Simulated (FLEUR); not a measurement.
Band structure of YFe₂ (Fd-3m, 6 atoms in the cell).

```
CELL_PARAMETERS angstrom
      0.00000     3.67459     3.67459
      3.67459     0.00000     3.67459
      3.67459     3.67459     0.00000
ATOMIC_POSITIONS crystal
  Y  0.25000 0.25000 0.25000
  Y  0.00000 0.00000 0.00000
  Fe 0.62500 0.62500 0.62500
  Fe 0.12500 0.62500 0.62500
  Fe 0.62500 0.62500 0.12500
  Fe 0.62500 0.12500 0.62500
```
Moments meant for the start (each program seeds them in its own way; μB, in the order of the atoms Y Y Fe Fe Fe Fe): 1.0 1.0 4.0 4.0 4.0 4.0.

Computed with FLEUR with LDA (Vosko-Wilk-Nusair), all-electron FLAPW (FLEUR), scalar-relativistic valence.

Settings: Kmax = 3.8 1/bohr; GmaxXC = 15.2 1/bohr; xcFunctional = vwn; jspins = 2; l_soc = F; mode = hist; fermiSmearingEnergy = 0.00999582 Htr; mesh (inpgen div1-3) = 5 5 5; inpgen gamma flag = false; Gmax = 15.2 1/bohr; numbands = 0; maxIterBroyd = 25; imix = Anderson; alpha = 0.05.

The starting cell comes from a database of computed structures (which also holds hypothetical and non-ambient phases and stackings), without a prior relaxation at this level. Values depend on the basis (sphere radii, cutoffs, local orbitals), which need not be converged.

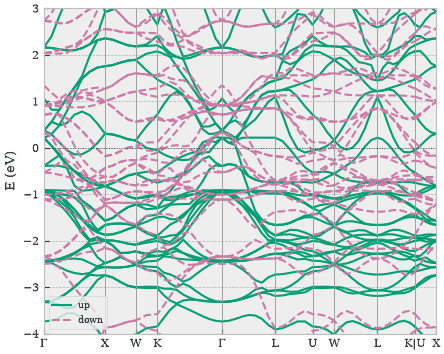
Bands along the path, energies from the Fermi level.

Levels in eV from the Fermi level, bands 43 to 50 of the first spin channel:
```csv
point,43,44,45,46,47,48,49,50
Γ,-0.40,-0.40,0.21,0.21,0.21,0.37,0.37,0.37
X,-0.83,-0.83,-0.83,-0.83,0.30,0.30,1.75,1.75
W,-1.10,-1.10,-0.56,-0.56,0.15,0.15,1.89,1.89
K,-1.02,-1.01,-0.75,-0.53,-0.06,0.71,1.47,2.07
L,-0.94,-0.75,-0.75,0.22,1.09,1.22,1.22,1.45
U,-1.02,-1.01,-0.75,-0.53,-0.06,0.71,1.47,2.07
```
